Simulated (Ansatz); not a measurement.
## Electronic structure of F2H9NO3Si2 in real space

The calculation's input:

```
crystal:
  periodic: [false, false, false]
  atoms:
    - {symbol: Si, position_ang: [-0.088618, 0.637555, 0.993838]}
    - {symbol: O, position_ang: [-0.193174, 0.072694, -0.770409]}
    - {symbol: Si, position_ang: [-1.072181, 0.756255, -1.998728]}
    - {symbol: F, position_ang: [-0.373704, 2.127907, 0.456520]}
    - {symbol: F, position_ang: [0.091070, 1.123753, 2.562395]}
    - {symbol: O, position_ang: [-1.302225, -0.436423, 1.320461]}
    - {symbol: H, position_ang: [1.328278, -1.314561, 0.354426]}
    - {symbol: N, position_ang: [1.577225, -0.052488, 0.948304]}
    - {symbol: H, position_ang: [0.224488, -1.092471, -0.751251]}
    - {symbol: O, position_ang: [0.861383, -2.012505, -0.397489]}
    - {symbol: H, position_ang: [-1.203249, -0.290514, -3.046079]}
    - {symbol: H, position_ang: [-0.352736, 1.923566, -2.563329]}
    - {symbol: H, position_ang: [-2.416052, 1.164007, -1.527400]}
    - {symbol: H, position_ang: [-1.560139, -0.392659, 2.244224]}
    - {symbol: H, position_ang: [2.035655, 0.005570, 1.848659]}
    - {symbol: H, position_ang: [2.170575, 0.399413, 0.261048]}
    - {symbol: H, position_ang: [0.273603, -2.619199, 0.064909]}
basis:
  gaussian: {orbitals: def2-TZVPP}
hamiltonian: {xc: pbe0, dispersion: d4}
output: {orbitals: {seedname: orbitals}}
```

Command:

```sh
ansatz run in.yaml --threads 2 --pin off --events-out ev --progress --plain --max-ram 32768MiB --backend cuda --devices 0, --max-vram 18GiB
```

A transition-state structure; geometry: PBE0-D4/def2-TZVP.

The calculation used Ansatz 0.2.0, RKS PBE0-D4/def2-TZVPP.

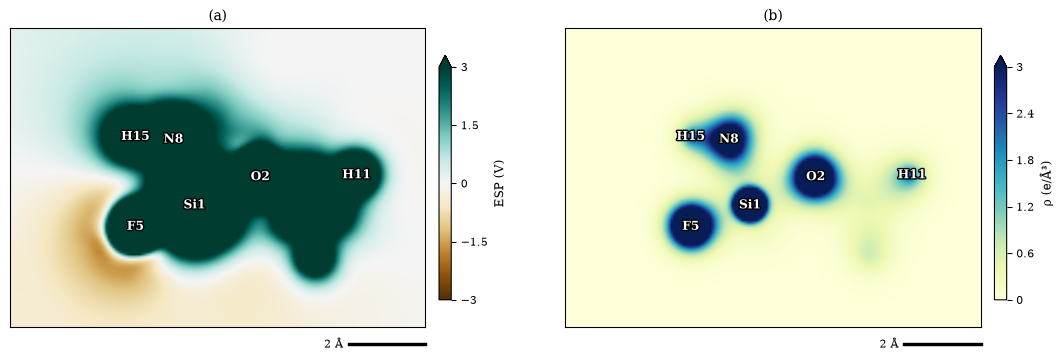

Figure 1. (a) electrostatic potential; (b) electron density on the plane of atoms O2, Si1 and N8.

Describe what can be read from this map.

Answer.
- The section cuts through Si, O, F, N and H sites.
- Si–N (1.80 Å): ρ at the midpoint is about 1 e/Å³.
- Si–F (1.65 Å): ρ at the midpoint is about 1 e/Å³.
- Si–O (1.86 Å): ρ at the midpoint is about 0.75 e/Å³.
- Outside the dense part of the molecule the potential is most negative (−1.7 V) near F5.

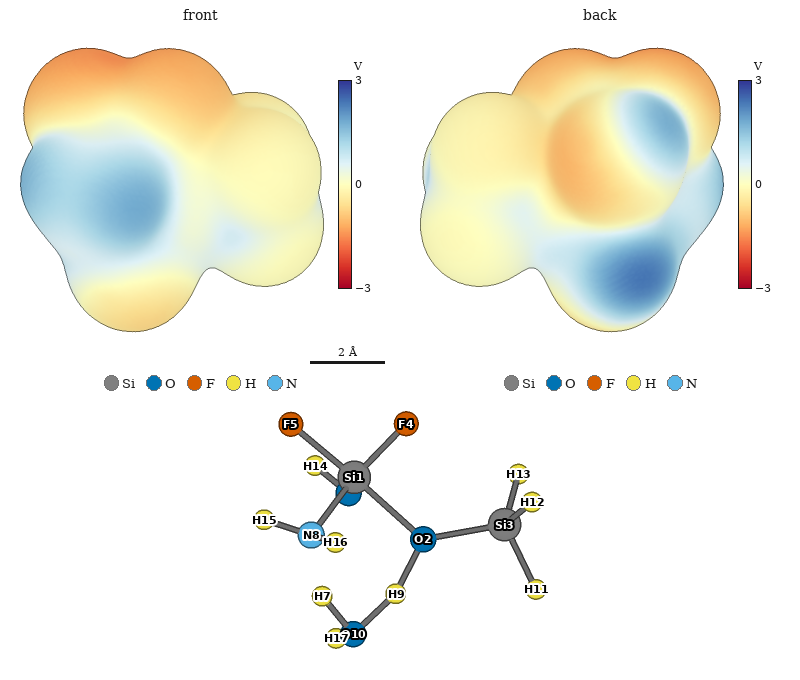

Figure 2. The electrostatic potential painted on the density surface at 0.001 e/bohr³, seen from the front and from behind; the colour scale runs from red (negative) to blue (positive). The bare structure is drawn below in the same view.

Which sites attract a positive test charge, and which a negative one?

Answer. A positive charge is drawn to the negative regions and a negative charge to the positive ones. The most negative region (about −1.4 V, or −32 kcal/mol for a unit charge) lies over F4 and F5, the most positive (about +2.3 V, or +53 kcal/mol for a unit charge) over H17.

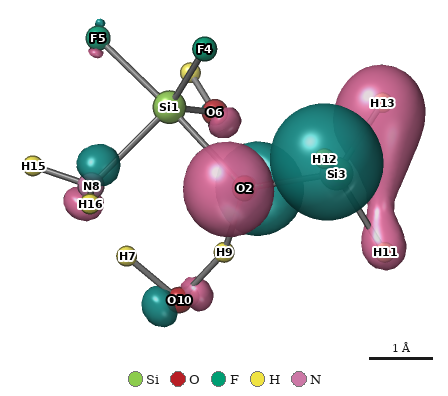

Figure 3. The HOMO at ±0.15 Å⁻³ᐟ² (teal and pink are the two phases), seen at a tilt.

What is the character of this orbital?

Answer. By Hirshfeld shares it lies mainly on O2 (about 30 %), Si3 (about 25 %), H12 (about 20 %) and H13 (about 10 %). Its energy is −8.84 eV.

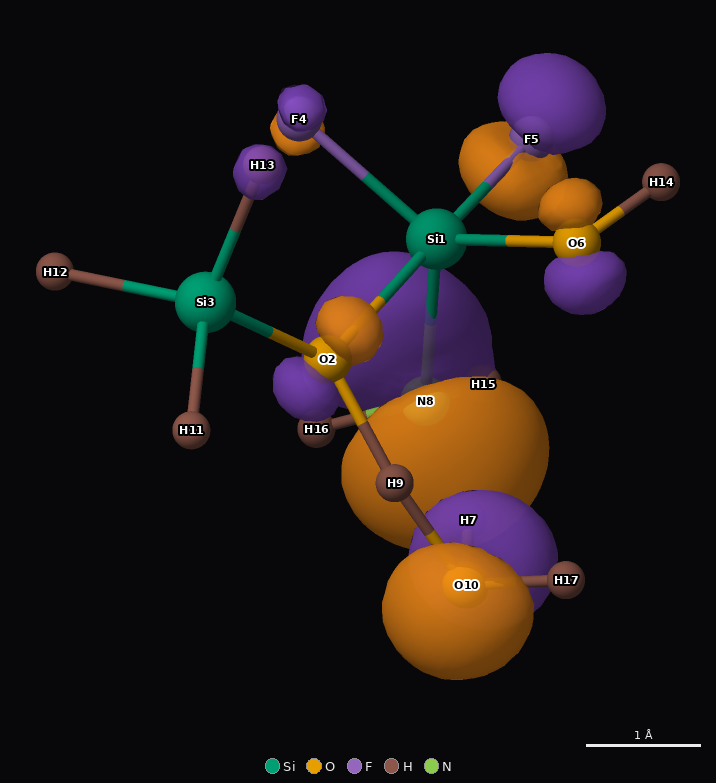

Figure 4. The HOMO−1 at ±0.15 Å⁻³ᐟ² (orange and purple are the two phases), seen at an oblique angle.

Where does this orbital lie, and at what energy?

Answer. By Hirshfeld shares it lies mainly on N8 (about 45 %), O10 (about 20 %) and F5 (about 10 %); largely a combination of lone pairs on N8, O10 and F5. Its energy is −8.95 eV.
